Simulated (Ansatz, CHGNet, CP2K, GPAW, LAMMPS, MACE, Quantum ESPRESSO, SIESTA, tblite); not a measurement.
# Liquid (Rb,Cs)Cl at 1000 K (84 atoms) in tblite

Wanted: tblite inputs and outputs for liquid (Rb,Cs)Cl at 1000 K (84 atoms), checked against a plane-wave reference.

Program: tblite 0.8.0. Level of theory: the method is named at each step. Results are calculated unless marked as measured.

## Step 1: Set-up

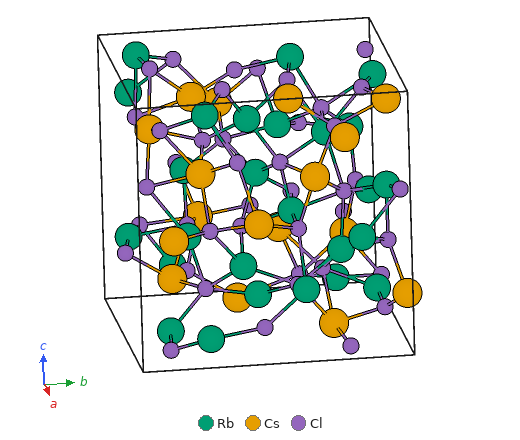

Start, viewed slightly off an axis; rubidium teal, caesium orange, chlorine purple. Bonds to atoms that aren't drawn are left out. Some periodic images of atoms are drawn too.

The cell holds 84 atoms: 25 Rb, 17 Cs and 42 Cl. Its edges and angles: a = 15.586 Å, b = 15.586 Å, c = 15.586 Å, α = 90.0°, β = 90.0°, γ = 90.0°. 84 atoms (25 Rb, 17 Cs, 42 Cl) placed at random at 2.58 g/cm³, melted at 1800 K for 10 ps at fixed volume with the Lennard-Jones and Coulomb ion parameters for SPC/E (Joung and Cheatham, J. Phys. Chem. B 112, 9020 (2008)), full charges. Snapshot at the end of a hold of 20 ps at 1000 K and fixed volume.

The yardstick, on the same geometry:

| Quantity | Value |
| --- | --- |
| method | Kohn-Sham DFT, PBE, PAW, plane waves (Ansatz 0.2.0); cutoff 420 eV, Γ point, fermi-dirac smearing of 0.05 eV; PAW set soft_2 |
| r.m.s. force component | 0.3246 eV/Å |
| longest force | 1.643 eV/Å |
| pressure | 0.777 GPa |
| gap (highest filled to lowest empty level) | 3.753 eV |
| SCF cycles | 7 |
| time | 23 s on 8 threads of Arm Neoverse V2, shared host |
| CPU time | 3 min |

## Step 2: IPEA1-xTB

Method: IPEA1-xTB tight binding, diagonalisation.

Contents of run.py:

```python
import numpy as np
from ase.io import read
from tblite.ase import TBLite

atoms = read("structure.xyz")
atoms.calc = TBLite(method="IPEA1-xTB", electronic_temperature=580, accuracy=1.0, max_iterations=250, mixer_damping=0.4, verbosity=1)
energy = atoms.get_potential_energy()
forces = atoms.get_forces()
print(f"energy {energy:.6f} eV")
print("forces (eV/A)")
for i, (a, f) in enumerate(zip(atoms, forces)):
    print(f"{i:4d} {a.symbol:2s} {f[0]:10.5f} {f[1]:10.5f} {f[2]:10.5f}")
stress = -atoms.get_stress(voigt=False) * 160.21766
print("stress (GPa, compression positive)")
for row in stress:
    print(" ".join(f"{x:10.4f}" for x in row))
print("charges (e)")
print(np.array2string(atoms.get_charges(), precision=4, suppress_small=True, max_line_width=110, threshold=100000))
```

Contents of structure.xyz:

```xyz
84
Lattice="15.58600 0.00000 0.00000 0.00000 15.58600 0.00000 0.00000 0.00000 15.58600" Properties=species:S:1:pos:R:3 pbc="T T T"
Rb 9.02227 3.63824 5.95946
Rb 14.50418 9.62654 3.97505
Rb 7.80905 14.57665 1.87796
Rb 7.11485 7.86922 8.91800
Rb 15.06387 12.83601 7.01136
Rb 2.43391 13.96552 9.93919
Rb 8.22504 11.77460 11.39570
Rb 5.39166 14.97503 13.80140
Rb 10.14929 2.37344 0.75701
Rb 15.56699 3.94326 1.70339
Rb 9.13386 7.19185 12.70508
Rb 12.09489 14.70009 9.15132
Rb 8.86064 7.60176 2.23410
Rb 3.05548 1.75187 15.13494
Rb 0.24439 1.62671 12.14710
Rb 13.07245 4.26947 14.20072
Rb 7.22598 14.32852 7.53349
Rb 5.15663 10.30546 15.06028
Rb 11.42360 6.46133 4.69388
Rb 10.48953 12.20711 5.05968
Rb 5.17284 4.00513 8.78411
Rb 1.53397 13.06278 0.82746
Rb 3.42689 1.00015 4.55516
Rb 9.06793 9.61984 7.12405
Rb 3.27633 9.71865 10.58258
Cs 12.22909 14.78815 14.27039
Cs 2.21555 5.16458 5.15756
Cs 10.15085 11.74062 0.62422
Cs 15.37247 11.95259 13.05717
Cs 6.05485 3.08509 2.65710
Cs 0.87297 6.64306 11.42703
Cs 13.07603 9.07308 14.89133
Cs 13.85517 15.49576 3.18547
Cs 12.13370 10.61734 9.89820
Cs 11.11126 4.18843 10.20041
Cs 5.29971 4.53755 13.12061
Cs 14.80343 6.96242 8.06077
Cs 4.25077 13.26275 4.24344
Cs 4.40258 9.46320 4.84460
Cs 1.97833 7.33462 0.13108
Cs 14.93295 2.06094 7.42766
Cs 8.58461 1.66677 12.30172
Cl 10.96195 14.58039 1.62001
Cl 3.91427 6.50497 10.10908
Cl 9.47395 8.98486 10.12373
Cl 12.57104 9.51946 7.03256
Cl 4.27555 1.45994 11.84474
Cl 1.30954 4.10535 14.25090
Cl 3.20900 4.32309 2.27571
Cl 11.28271 9.58445 3.36907
Cl 12.10113 11.82105 12.81216
Cl 9.42844 4.53615 2.93141
Cl 0.74298 9.00263 13.23937
Cl 4.96601 12.03769 11.88401
Cl 10.55266 5.64198 14.93747
Cl 12.75652 4.42907 7.25715
[... 24 atom lines left out ...]
Cl 4.31420 13.97441 7.31030
Cl 5.01324 4.16022 5.49204
Cl 0.59414 11.29175 9.82464
Cl 1.39074 8.27835 5.37951
```

On the command line:

```bash
$ OMP_NUM_THREADS=1 python run.py > output.txt
```

Log:

```text
------------------------------------------------------------
  cycle        total energy    energy error   density error
------------------------------------------------------------
      1     -203.2164518180  -2.0318316E+02   6.1715774E-01
      2     -203.8421013054  -6.2564949E-01   3.6250521E-01
      3     -203.7859477481   5.6153557E-02   8.5554596E-02
      4     -203.9128609976  -1.2691325E-01   9.3090479E-03
      5     -203.9137859160  -9.2491844E-04   2.2597775E-03
      6     -203.9138382213  -5.2305247E-05   1.2682264E-03
      7     -203.9138678055  -2.9584215E-05   1.5407586E-04
      8     -203.9138683735  -5.6799450E-07   5.4035657E-05
      9     -203.9138684570  -8.3517818E-08   1.1801854E-05
------------------------------------------------------------
 total:                                   2.102 sec
energy -5548.778990 eV
forces (eV/A)
   0 Rb   -0.34818   -0.48170    0.28833
   1 Rb   -0.17161   -0.13122    0.08728
   2 Rb   -0.58252    0.30042   -0.11786
   3 Rb   -5.52547   -5.14795    4.90303
   4 Rb    0.04999   -0.12057    0.17696
   5 Rb    0.34495   -0.06959    0.23291
   6 Rb    0.19661   -0.09405    0.31556
   7 Rb    0.84990   -1.19862   -0.49089
   8 Rb    0.09365    0.01994   -0.34469
   9 Rb    0.21600    0.04997    0.21161
  10 Rb   -0.00986    0.12262    0.19158
  11 Rb   -0.51274    0.30376   -0.05665
  12 Rb   -0.37052    0.30946   -0.69370
  13 Rb   -0.68175    1.17946    0.68116
  14 Rb    0.10800    0.04268   -0.12220
  15 Rb    0.18346    0.16299   -0.33959
  16 Rb    0.31385    0.24817    0.02636
  17 Rb    0.02889   -0.05633   -0.18504
  18 Rb    0.94627    0.17137    0.53062
  19 Rb    0.65457    1.05345   -0.86062
  20 Rb   -0.37661   -0.06155    0.11467
  21 Rb   -0.13123    0.47906    0.54775
  22 Rb   -1.29342    3.43629    0.64658
  23 Rb    4.93313    3.72569   -4.08470
[...]
76 Cl    0.21393   -0.38212   -0.04244
  77 Cl   -0.01736   -0.12336    0.25776
  78 Cl    0.03404    0.16307    0.20971
  79 Cl   -0.31526    0.19139   -0.23115
  80 Cl   -0.25939    0.23637   -0.06918
  81 Cl    0.38955   -0.48359    0.28729
  82 Cl   -0.06564    0.07030   -0.13696
  83 Cl   -0.33546    0.06605   -0.02359
stress (GPa, compression positive)
   -2.1517     0.1350    -0.5410
    0.1350    -1.3219    -0.3209
   -0.5410    -0.3209    -2.0759
charges (e)
[ 0.4741  0.4495  0.4335  0.4217  0.4436  0.4548  0.4427  0.4323  0.4471  0.4278  0.4258  0.4592  0.478
  0.4436  0.4636  0.4331  0.4266  0.4282  0.4612  0.4735  0.4534  0.4361  0.4539  0.4552  0.449   0.567
  0.5331  0.5497  0.5691  0.5625  0.5615  0.5728  0.5441  0.5796  0.5566  0.5633  0.5622  0.5673  0.5623
  0.5571  0.5562  0.5582 -0.5265 -0.4633 -0.4742 -0.4834 -0.4705 -0.4542 -0.5313 -0.4401 -0.5815 -0.4478
 -0.577  -0.4129 -0.4648 -0.5449 -0.4905 -0.5532 -0.5425 -0.4519 -0.5168 -0.4782 -0.4762 -0.4923 -0.424
 -0.5487 -0.4769 -0.4611 -0.4738 -0.5638 -0.5413 -0.4625 -0.484  -0.5135 -0.4252 -0.4422 -0.5025 -0.5006
 -0.4776 -0.5009 -0.4877 -0.4945 -0.4774 -0.5575]
```

The job ended after 2.6 s (1 thread of Arm Neoverse V2, shared host; peak memory 0.2 GiB).

Banners, paths, timers and routine set-up lines are dropped from the logs unmarked, and long logs keep their key lines alone; longer cuts are marked.

Against the reference:

| Quantity | Value |
| --- | --- |
| r.m.s. force component | 0.8581 eV/Å |
| r.m.s. difference of force components | 730.4 meV/Å |
| longest difference of force vectors | 7496 meV/Å |
| force difference over r.m.s. force | 225 % |
| slope of forces against the reference's | 1.463 |
| correlation of force components | 0.5534 |
| pressure | -1.85 GPa |
| pressure difference | -2.627 GPa |

Length of the force difference by element (eV/Å):

```csv
element,atoms,mean,most
Cl,42,0.31,0.68
Cs,17,0.61,2.8
Rb,25,1.1,7.5
```

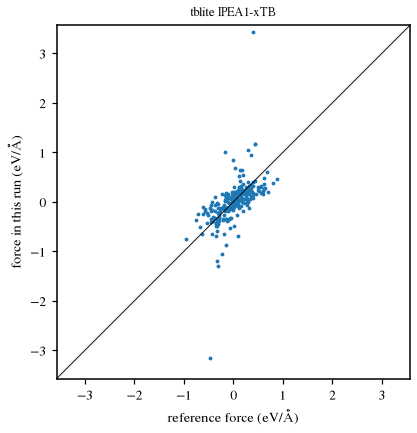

Force components against those of the reference; the line marks equality. Points beyond the frame are left out.

Local excerpt of 9 atoms (numbers count through the whole input) about Cl51, whose charge lies farthest from its element's mean; x, y, z are measured from there.

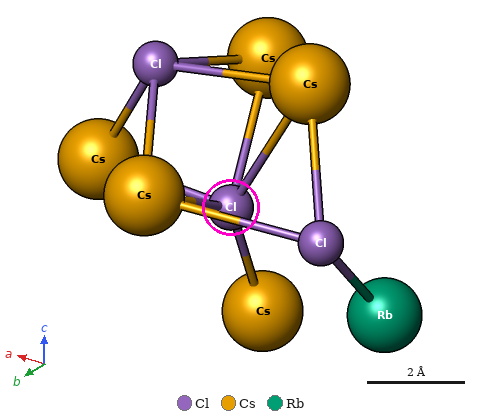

The atoms of the table, within 4.5 Å (arrows a, b, c point along x, y, z); some may hide others; the central atom is ringed.

```csv
atom,x,y,z,distance (Å),Mulliken charge (e),Fx,Fy,Fz (eV/Å)
Cl51,0.00,0.00,0.00,0.00,-0.58,-0.37,-0.10,-0.03
Cs34,0.03,-1.20,-2.91,3.15,0.58,0.43,-0.08,0.10
Cs29,3.27,0.13,0.25,3.28,0.57,-0.05,0.18,-0.43
Cs26,0.13,2.97,1.46,3.31,0.57,0.04,-0.05,0.00
Cl58,1.65,0.37,3.02,3.46,-0.55,0.32,0.08,0.35
Cs32,0.97,-2.75,2.08,3.58,0.57,-0.11,-0.36,0.01
Cs28,-1.95,-0.08,3.40,3.92,0.55,0.17,-0.41,-0.22
Rb7,-3.88,-0.05,-1.42,4.13,0.44,0.20,-0.09,0.32
Cl79,-3.76,2.11,1.11,4.45,-0.48,0.03,0.16,0.21
```

Atoms are counted from 1 here, from 0 in the log.

Forces lie 225 % from the reference's, at 0.015 times its CPU time (on 1 against 8 cores).

Further runs of this program without a result: tblite GFN2-xTB (not converged).

## Step 3: Results

* force difference from the reference: tblite IPEA1-xTB, 225 %
* its CPU time: 2.6 s

**Reading.** Tight binding differs by 225 % (tblite IPEA1-xTB); it is another model, with fitted parameters of its own, and the xTB methods hold dispersion. IPEA1-xTB was fitted to ionisation energies and electron affinities, not to forces or charges. One electronic-structure run takes under half the reference's CPU time: tblite IPEA1-xTB, at 225 % in 2.6 s against 3 min, too far off to be of use; its pressure misses by -2.6 GPa. Periodic xTB results under one method name differ between programs and library versions. The frame stands for 1000 K, but pressures are static and levels are smeared at 580 K. The network of bonds at the start is that of the classical potential that made the cell, and needn't be the one that DFT or experiment would give. The ion parameters were fitted for water, not for melts, so the starting structure of this cell may lie well off the real melt's. The electronic-structure runs sample only Γ, in a cell whose shortest periodic width is 16 Å. Spin–orbit coupling is left out, which matters for the levels of the heavy elements.

[Also dropped from logs without a mark: logging warnings of Python, and SIESTA's first energy breakdown and zero terms.]

[Logs are printed without paths, hosts, clocks, repeated set-up lines and the standing remarks that a program may print on its own settings, such as how far it seeks lower states.]

[Hosts, paths, dates, database ids (printed as entryN), source tags and the programs' standing remarks are cut or masked in the printed files.]
